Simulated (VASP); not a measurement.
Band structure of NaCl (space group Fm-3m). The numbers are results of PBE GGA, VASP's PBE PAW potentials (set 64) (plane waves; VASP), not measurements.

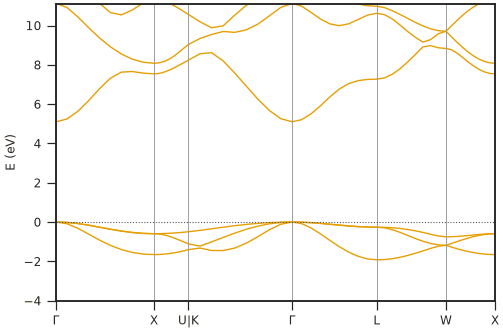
Fig. 1. Bands along high-symmetry lines, zero at the valence-band maximum or, without a gap, the Fermi level

### Question
Read the plot: is there a gap, and where are the band edges?

### Answer
The gap is direct, 5.10 eV, from the valence maximum at Γ to the conduction minimum at Γ.

The structure is a typed NaCl crystal (Fm-3m). The cell was not relaxed at this level.
